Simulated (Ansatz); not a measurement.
# GeN (quartet): B3LYP, wB97M-V, B2PLYP, RPA-PBE over a scan of the distance Ge1–N2, cc-pVDZ, part 2 of 2

Ansatz 0.2.0, Gaussian basis; cc-pVDZ, all electrons in the functionals, frozen cores in the correlation of double hybrids and RPA. Earlier steps stand in the parts before.

## Step 14: B2PLYP, 1.830 Å

in.yaml

```yaml
crystal:
  periodic: [false, false, false]
  atoms:
    - {symbol: Ge, position_ang: [0.000000, 0.000000, 0.000000]}
    - {symbol: N, position_ang: [0.000000, 0.000000, 1.830000]}
basis:
  gaussian: {orbitals: cc-pVDZ}
magnetization: {spin_polarized: true, initial_magnetization: 3}
hamiltonian: {xc: {name: B2PLYP}}
correlation: {electrons: outside_noble_gas}
```

Launch:

```console
$ ansatz run in.yaml --threads 1 --pin off --events-out ev --progress --plain --max-ram 2880MiB --backend cpu
```

Log, shortened:

```text
Functional definition: B2PLYP
  name "B2PLYP"
  cite "Grimme, J. Chem. Phys. 124, 034108 (2006) doi:10.1063/1.2148954"
  cite "Becke, Phys. Rev. A 38, 3098 (1988) doi:10.1103/PhysRevA.38.3098"
  cite "Lee, Yang & Parr, Phys. Rev. B 37, 785 (1988) doi:10.1103/PhysRevB.37.785"
[...]
465 factors; integrals over basis functions are off by at most 4.2e-4 eV
[...]
mean field -57987.81525366 eV, -2131.0129050192 hartree, gradient 1.3e-6 eV, S^2 3.764811; 7 other end points of the search recorded, 0 dependent functions left out
15 core orbitals not correlated: weight in the atoms' cores, before any rotation towards them, 0.997 or more for the frozen orbitals, at most 0.004 for the correlated occupied ones
reference -57987.81535399 eV, -2131.0129087062 hartree; 6, 3 occupied and 20, 23 virtual orbitals, 465 factors
second order -4.94593171 eV of doubles, -0.00000000 eV of singles
Total energy: -57989.15075555 eV, -2131.0619838085 hartree
```

Run time: 4.4 s. Hardware: 1 thread of AMD EPYC 7R13, shared host.

From the report: ⟨S²⟩ of the determinant 3.765 (pure quartet: 3.75).

## Step 15: B2PLYP, 2.003 Å

in.yaml, as its differences from that of step 14:

```diff
@@ -4,3 +4,3 @@
     - {symbol: Ge, position_ang: [0.000000, 0.000000, 0.000000]}
-    - {symbol: N, position_ang: [0.000000, 0.000000, 1.830000]}
+    - {symbol: N, position_ang: [0.000000, 0.000000, 2.003100]}
 basis:
```

The command is unchanged.

Log, shortened:

```text
Functional definition: B2PLYP
  name "B2PLYP"
  cite "Grimme, J. Chem. Phys. 124, 034108 (2006) doi:10.1063/1.2148954"
  cite "Becke, Phys. Rev. A 38, 3098 (1988) doi:10.1103/PhysRevA.38.3098"
  cite "Lee, Yang & Parr, Phys. Rev. B 37, 785 (1988) doi:10.1103/PhysRevB.37.785"
[...]
465 factors; integrals over basis functions are off by at most 5.5e-4 eV
[...]
mean field -57988.11170364 eV, -2131.0237993549 hartree, gradient 2.9e-6 eV, S^2 3.769221; 4 other end points of the search recorded, 0 dependent functions left out
15 core orbitals not correlated: weight in the atoms' cores, before any rotation towards them, 0.999 or more for the frozen orbitals, at most 0.001 for the correlated occupied ones
reference -57988.11180331 eV, -2131.0238030178 hartree; 6, 3 occupied and 20, 23 virtual orbitals, 465 factors
second order -5.07776292 eV of doubles, -0.00000000 eV of singles
Total energy: -57989.48279930 eV, -2131.0741861910 hartree
```

Wall time 1.9 s (1 thread of AMD EPYC 7R13, shared host).

From the report: ⟨S²⟩ of the determinant 3.769 (pure quartet: 3.75).

## Step 16: B2PLYP, 2.169 Å

in.yaml, as its differences from that of step 15:

```diff
@@ -4,3 +4,3 @@
     - {symbol: Ge, position_ang: [0.000000, 0.000000, 0.000000]}
-    - {symbol: N, position_ang: [0.000000, 0.000000, 2.003100]}
+    - {symbol: N, position_ang: [0.000000, 0.000000, 2.169000]}
 basis:
```

Launched as before.

Log, shortened:

```text
Functional definition: B2PLYP
  name "B2PLYP"
  cite "Grimme, J. Chem. Phys. 124, 034108 (2006) doi:10.1063/1.2148954"
  cite "Becke, Phys. Rev. A 38, 3098 (1988) doi:10.1103/PhysRevA.38.3098"
  cite "Lee, Yang & Parr, Phys. Rev. B 37, 785 (1988) doi:10.1103/PhysRevB.37.785"
[...]
465 factors; integrals over basis functions are off by at most 5.8e-4 eV
[...]
mean field -57988.00449924 eV, -2131.0198596658 hartree, gradient 3.7e-6 eV, S^2 3.784532; 5 other end points of the search recorded, 0 dependent functions left out
15 core orbitals not correlated: weight in the atoms' cores, before any rotation towards them, 0.999 or more for the frozen orbitals, at most 0.000 for the correlated occupied ones
reference -57988.00459886 eV, -2131.0198633269 hartree; 6, 3 occupied and 20, 23 virtual orbitals, 465 factors
second order -5.17414865 eV of doubles, -0.00000000 eV of singles
Total energy: -57989.40161900 eV, -2131.0712028700 hartree
```

Run time: 2.4 s. Hardware: 1 thread of AMD EPYC 7R13, shared host.

From the report: ⟨S²⟩ of the determinant 3.785 (pure quartet: 3.75).

From 2.003 Å: +0.081 eV.

## Step 17: B2PLYP, 2.721 Å

in.yaml, as its differences from that of step 16:

```diff
@@ -4,3 +4,3 @@
     - {symbol: Ge, position_ang: [0.000000, 0.000000, 0.000000]}
-    - {symbol: N, position_ang: [0.000000, 0.000000, 2.169000]}
+    - {symbol: N, position_ang: [0.000000, 0.000000, 2.721000]}
 basis:
```

Same command.

Log, shortened:

```text
Functional definition: B2PLYP
  name "B2PLYP"
  cite "Grimme, J. Chem. Phys. 124, 034108 (2006) doi:10.1063/1.2148954"
  cite "Becke, Phys. Rev. A 38, 3098 (1988) doi:10.1103/PhysRevA.38.3098"
  cite "Lee, Yang & Parr, Phys. Rev. B 37, 785 (1988) doi:10.1103/PhysRevB.37.785"
[...]
467 factors; integrals over basis functions are off by at most 5.1e-4 eV
[...]
mean field -57987.25225230 eV, -2130.9922151009 hartree, gradient 1.8e-6 eV, S^2 4.326122; 12 other end points of the search recorded, 0 dependent functions left out
15 core orbitals not correlated: weight in the atoms' cores, before any rotation towards them, 1.000 or more for the frozen orbitals, at most 0.000 for the correlated occupied ones
reference -57987.25235454 eV, -2130.9922188578 hartree; 6, 3 occupied and 20, 23 virtual orbitals, 467 factors
second order -4.27066195 eV of doubles, -0.00000000 eV of singles
Total energy: -57988.40543326 eV, -2131.0345937195 hartree
```

Wall time 6 s (1 thread of AMD EPYC 7R13, shared host).

From the report: ⟨S²⟩ of the determinant 4.326 (pure quartet: 3.75). The determinant of B2PLYP (⟨S²⟩ 4.33) is far from a pure spin state, so its energy mixes those of several spin states; that is harmless only where they are near-degenerate.

From 2.003 Å: +1.077 eV.

## Step 18: B2PLYP, 3.693 Å

in.yaml, as its differences from that of step 17:

```diff
@@ -4,3 +4,3 @@
     - {symbol: Ge, position_ang: [0.000000, 0.000000, 0.000000]}
-    - {symbol: N, position_ang: [0.000000, 0.000000, 2.721000]}
+    - {symbol: N, position_ang: [0.000000, 0.000000, 3.693000]}
 basis:
```

The command is unchanged.

Log, shortened:

```text
Functional definition: B2PLYP
  name "B2PLYP"
  cite "Grimme, J. Chem. Phys. 124, 034108 (2006) doi:10.1063/1.2148954"
  cite "Becke, Phys. Rev. A 38, 3098 (1988) doi:10.1103/PhysRevA.38.3098"
  cite "Lee, Yang & Parr, Phys. Rev. B 37, 785 (1988) doi:10.1103/PhysRevB.37.785"
[...]
467 factors; integrals over basis functions are off by at most 4.4e-4 eV
[...]
mean field -57986.95315675 eV, -2130.9812235422 hartree, gradient 7.5e-6 eV, S^2 4.716729; 10 other end points of the search recorded, 0 dependent functions left out
15 core orbitals not correlated: weight in the atoms' cores, before any rotation towards them, 1.000 or more for the frozen orbitals, at most 0.000 for the correlated occupied ones
reference -57986.95325925 eV, -2130.9812273087 hartree; 6, 3 occupied and 20, 23 virtual orbitals, 467 factors
second order -3.63691335 eV of doubles, -0.00000000 eV of singles
Total energy: -57987.93522585 eV, -2131.0173139159 hartree
```

Run time: 6.5 s. Hardware: 1 thread of AMD EPYC 7R13, shared host.

From the report: ⟨S²⟩ of the determinant 4.717 (pure quartet: 3.75). The determinant of B2PLYP (⟨S²⟩ 4.72) is far from a pure spin state, so its energy mixes those of several spin states; that is harmless only where they are near-degenerate.

From 2.003 Å: +1.548 eV.

## Step 19: B2PLYP, 5.308 Å

in.yaml, as its differences from that of step 18:

```diff
@@ -4,3 +4,3 @@
     - {symbol: Ge, position_ang: [0.000000, 0.000000, 0.000000]}
-    - {symbol: N, position_ang: [0.000000, 0.000000, 3.693000]}
+    - {symbol: N, position_ang: [0.000000, 0.000000, 5.308000]}
 basis:
```

The command is unchanged.

Log, shortened:

```text
Functional definition: B2PLYP
  name "B2PLYP"
  cite "Grimme, J. Chem. Phys. 124, 034108 (2006) doi:10.1063/1.2148954"
  cite "Becke, Phys. Rev. A 38, 3098 (1988) doi:10.1103/PhysRevA.38.3098"
  cite "Lee, Yang & Parr, Phys. Rev. B 37, 785 (1988) doi:10.1103/PhysRevB.37.785"
[...]
465 factors; integrals over basis functions are off by at most 1.4e-4 eV
[...]
mean field -57986.89277861 eV, -2130.9790046863 hartree, gradient 5.6e-6 eV, S^2 4.762644; 10 other end points of the search recorded, 0 dependent functions left out
15 core orbitals not correlated: weight in the atoms' cores, before any rotation towards them, 1.000 or more for the frozen orbitals, at most 0.000 for the correlated occupied ones
reference -57986.89289388 eV, -2130.9790089224 hartree; 6, 3 occupied and 20, 23 virtual orbitals, 465 factors
second order -3.56754499 eV of doubles, -0.00000000 eV of singles
Total energy: -57987.85613103 eV, -2131.0144072347 hartree
```

Wall time 8 s (1 thread of AMD EPYC 7R13, shared host).

From the report: ⟨S²⟩ of the determinant 4.763 (pure quartet: 3.75). The determinant of B2PLYP (⟨S²⟩ 4.76) is far from a pure spin state, so its energy mixes those of several spin states; that is harmless only where they are near-degenerate.

From 2.003 Å: +1.627 eV.

## Step 20: RPA-PBE, 1.830 Å

in.yaml

```yaml
crystal:
  periodic: [false, false, false]
  atoms:
    - {symbol: Ge, position_ang: [0.000000, 0.000000, 0.000000]}
    - {symbol: N, position_ang: [0.000000, 0.000000, 1.830000]}
basis:
  gaussian: {orbitals: cc-pVDZ}
magnetization: {spin_polarized: true, initial_magnetization: 3}
hamiltonian: {xc: {name: PBE}}
correlation: {method: rpa, electrons: outside_noble_gas}
```

Launched as before.

Log, shortened:

```text
Functional definition: PBE
  name "PBE"
  cite "Perdew, Burke & Ernzerhof, Phys. Rev. Lett. 77, 3865 (1996) doi:10.1103/PhysRevLett.77.3865"
  parent pbe
[...]
465 factors; integrals over basis functions are off by at most 4.2e-4 eV
[...]
mean field -57991.53013037 eV, -2131.1494242200 hartree, gradient 5.2e-8 eV, S^2 3.761630; 13 other end points of the search recorded, 0 dependent functions left out
15 core orbitals not correlated: weight in the atoms' cores, before any rotation towards them, 0.994 or more for the frozen orbitals, at most 0.005 for the correlated occupied ones
reference -57949.51975587 eV, -2129.6055714329 hartree; 6, 3 occupied and 20, 23 virtual orbitals, 465 factors
Total energy: -57958.36768132 eV, -2129.9307266960 hartree
```

Wall time 6.5 s (1 thread of AMD EPYC 7R13, shared host).

From the report: ⟨S²⟩ of the determinant 3.762 (pure quartet: 3.75).

## Step 21: RPA-PBE, 2.003 Å

in.yaml, as its differences from that of step 20:

```diff
@@ -4,3 +4,3 @@
     - {symbol: Ge, position_ang: [0.000000, 0.000000, 0.000000]}
-    - {symbol: N, position_ang: [0.000000, 0.000000, 1.830000]}
+    - {symbol: N, position_ang: [0.000000, 0.000000, 2.003100]}
 basis:
```

Same command.

Log, shortened:

```text
Functional definition: PBE
  name "PBE"
  cite "Perdew, Burke & Ernzerhof, Phys. Rev. Lett. 77, 3865 (1996) doi:10.1103/PhysRevLett.77.3865"
  parent pbe
[...]
465 factors; integrals over basis functions are off by at most 5.5e-4 eV
[...]
mean field -57991.80916042 eV, -2131.1596783854 hartree, gradient 2.1e-6 eV, S^2 3.757376; 14 other end points of the search recorded, 0 dependent functions left out
15 core orbitals not correlated: weight in the atoms' cores, before any rotation towards them, 0.998 or more for the frozen orbitals, at most 0.002 for the correlated occupied ones
reference -57950.62225029 eV, -2129.6460873557 hartree; 6, 3 occupied and 20, 23 virtual orbitals, 465 factors
Total energy: -57958.81595674 eV, -2129.9472005137 hartree
```

Wall time 5.5 s (1 thread of AMD EPYC 7R13, shared host).

From the report: ⟨S²⟩ of the determinant 3.757 (pure quartet: 3.75).

## Step 22: RPA-PBE, 2.169 Å

in.yaml, as its differences from that of step 21:

```diff
@@ -4,3 +4,3 @@
     - {symbol: Ge, position_ang: [0.000000, 0.000000, 0.000000]}
-    - {symbol: N, position_ang: [0.000000, 0.000000, 2.003100]}
+    - {symbol: N, position_ang: [0.000000, 0.000000, 2.169000]}
 basis:
```

Same command.

Log, shortened:

```text
Functional definition: PBE
  name "PBE"
  cite "Perdew, Burke & Ernzerhof, Phys. Rev. Lett. 77, 3865 (1996) doi:10.1103/PhysRevLett.77.3865"
  parent pbe
[...]
465 factors; integrals over basis functions are off by at most 5.8e-4 eV
[...]
mean field -57991.76730511 eV, -2131.1581402311 hartree, gradient 5.5e-6 eV, S^2 3.759057; 16 other end points of the search recorded, 0 dependent functions left out
15 core orbitals not correlated: weight in the atoms' cores, before any rotation towards them, 0.999 or more for the frozen orbitals, at most 0.001 for the correlated occupied ones
reference -57950.41455000 eV, -2129.6384545108 hartree; 6, 3 occupied and 20, 23 virtual orbitals, 465 factors
Total energy: -57958.78183019 eV, -2129.9459463862 hartree
```

Wall time 4.4 s (1 thread of AMD EPYC 7R13, shared host).

From the report: ⟨S²⟩ of the determinant 3.759 (pure quartet: 3.75).

From 2.003 Å: +0.034 eV.

## Step 23: RPA-PBE, 2.721 Å

in.yaml, as its differences from that of step 22:

```diff
@@ -4,3 +4,3 @@
     - {symbol: Ge, position_ang: [0.000000, 0.000000, 0.000000]}
-    - {symbol: N, position_ang: [0.000000, 0.000000, 2.169000]}
+    - {symbol: N, position_ang: [0.000000, 0.000000, 2.721000]}
 basis:
```

Same command.

Log, shortened:

```text
Functional definition: PBE
  name "PBE"
  cite "Perdew, Burke & Ernzerhof, Phys. Rev. Lett. 77, 3865 (1996) doi:10.1103/PhysRevLett.77.3865"
  parent pbe
[...]
467 factors; integrals over basis functions are off by at most 5.1e-4 eV
[...]
mean field -57990.80698471 eV, -2131.1228491073 hartree, gradient 2.3e-6 eV, S^2 3.832816; 12 other end points of the search recorded, 0 dependent functions left out
15 core orbitals not correlated: weight in the atoms' cores, before any rotation towards them, 1.000 or more for the frozen orbitals, at most 0.000 for the correlated occupied ones
reference -57949.29169350 eV, -2129.5971902953 hartree; 6, 3 occupied and 20, 23 virtual orbitals, 467 factors
Total energy: -57957.96735944 eV, -2129.9160151381 hartree
```

Wall time 3.9 s (1 thread of AMD EPYC 7R13, shared host).

From the report: ⟨S²⟩ of the determinant 3.833 (pure quartet: 3.75).

From 2.003 Å: +0.849 eV.

## Step 24: RPA-PBE, 3.693 Å

in.yaml, as its differences from that of step 23:

```diff
@@ -4,3 +4,3 @@
     - {symbol: Ge, position_ang: [0.000000, 0.000000, 0.000000]}
-    - {symbol: N, position_ang: [0.000000, 0.000000, 2.721000]}
+    - {symbol: N, position_ang: [0.000000, 0.000000, 3.693000]}
 basis:
```

Same command.

Log, shortened:

```text
Functional definition: PBE
  name "PBE"
  cite "Perdew, Burke & Ernzerhof, Phys. Rev. Lett. 77, 3865 (1996) doi:10.1103/PhysRevLett.77.3865"
  parent pbe
[...]
467 factors; integrals over basis functions are off by at most 4.4e-4 eV
[...]
mean field -57989.84832428 eV, -2131.0876189864 hartree, gradient 2.5e-6 eV, S^2 4.540352; 17 other end points of the search recorded, 0 dependent functions left out
15 core orbitals not correlated: weight in the atoms' cores, before any rotation towards them, 1.000 or more for the frozen orbitals, at most 0.000 for the correlated occupied ones
reference -57950.22175270 eV, -2129.6313693405 hartree; 6, 3 occupied and 20, 23 virtual orbitals, 467 factors
Total energy: -57957.42311661 eV, -2129.8960145829 hartree
```

Run time: 6.5 s. Hardware: 1 thread of AMD EPYC 7R13, shared host.

From the report: ⟨S²⟩ of the determinant 4.540 (pure quartet: 3.75). The determinant of RPA-PBE (⟨S²⟩ 4.54) is far from a pure spin state, so its energy mixes those of several spin states; that is harmless only where they are near-degenerate.

From 2.003 Å: +1.393 eV.

## Step 25: RPA-PBE, 5.308 Å

in.yaml, as its differences from that of step 24:

```diff
@@ -4,3 +4,3 @@
     - {symbol: Ge, position_ang: [0.000000, 0.000000, 0.000000]}
-    - {symbol: N, position_ang: [0.000000, 0.000000, 3.693000]}
+    - {symbol: N, position_ang: [0.000000, 0.000000, 5.308000]}
 basis:
```

Same command.

Log, shortened:

```text
Functional definition: PBE
  name "PBE"
  cite "Perdew, Burke & Ernzerhof, Phys. Rev. Lett. 77, 3865 (1996) doi:10.1103/PhysRevLett.77.3865"
  parent pbe
[...]
465 factors; integrals over basis functions are off by at most 1.4e-4 eV
[...]
mean field -57989.61621408 eV, -2131.0790890937 hartree, gradient 3.1e-10 eV, S^2 4.743975; 22 other end points of the search recorded, 0 dependent functions left out
15 core orbitals not correlated: weight in the atoms' cores, before any rotation towards them, 1.000 or more for the frozen orbitals, at most 0.000 for the correlated occupied ones
reference -57950.75736435 eV, -2129.6510527055 hartree; 6, 3 occupied and 20, 23 virtual orbitals, 465 factors
Total energy: -57957.51392304 eV, -2129.8993516580 hartree
```

It took 12 s on 1 thread of AMD EPYC 7R13, shared host.

From the report: ⟨S²⟩ of the determinant 4.744 (pure quartet: 3.75). The determinant of RPA-PBE (⟨S²⟩ 4.74) is far from a pure spin state, so its energy mixes those of several spin states; that is harmless only where they are near-degenerate.

From 2.003 Å: +1.302 eV.

## Step 26: The comparison

The yardstick is full CI for this spin, exact in this basis with these frozen cores. It comes from earlier runs at the same points. Energies in eV, counted from 2.003 Å; blanks weren't run or aren't comparable.

```
  level  1.830 Å  2.003 Å  2.169 Å  2.721 Å  3.693 Å  5.308 Å
    FCI    0.041    0.000    0.023    0.627    0.846    0.871
  B3LYP    0.349    0.000    0.064    1.004    1.711    1.864
wB97M-V    0.282    0.000    0.126    1.119    1.652    1.759
 B2PLYP    0.332    0.000    0.081    1.077    1.548    1.627
RPA-PBE    0.448    0.000    0.034    0.849    1.393    1.302
```

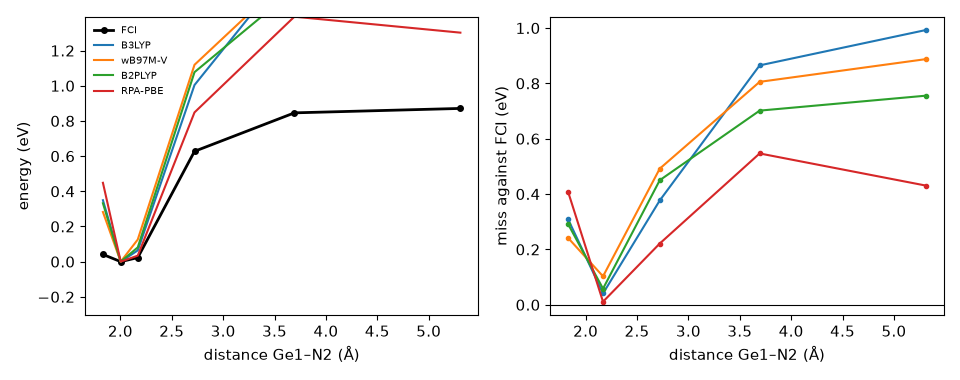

Left: the curves (the axis may cut off levels that run far away). Right: misses against FCI, in the same colours.

Largest miss and mean time a point (FCI took 79 s a point; shared hosts):

```
  level  largest miss (eV)    where  time a point
  B3LYP             +0.993  5.308 Å         4.2 s
wB97M-V             +0.888  5.308 Å          11 s
 B2PLYP             +0.755  5.308 Å         4.9 s
RPA-PBE             +0.547  3.693 Å         6.4 s
```

## Step 27: Outcome

What follows sums up all 2 parts.

| quantity | value |
| --- | --- |
| span of the FCI curve | 0.871 eV |
| largest miss, B3LYP | +0.993 eV (5.308 Å) |
| largest miss, wB97M-V | +0.888 eV (5.308 Å) |
| largest miss, B2PLYP | +0.755 eV (5.308 Å) |
| largest miss, RPA-PBE | +0.547 eV (3.693 Å) |

**Reading.** Of the functionals, RPA-PBE keep the smallest largest miss at the points compared (at most 0.547 eV) and B3LYP strays most (0.993 eV, at 5.308 Å). B3LYP, wB97M-V, B2PLYP, RPA-PBE clearly break the spin symmetry at some points (⟨S²⟩ up to 1.01 above the pure value), so energy there is bought with a mixed spin. Functionals and the yardstick converge differently with the basis, so part of each miss in cc-pVDZ is the basis.
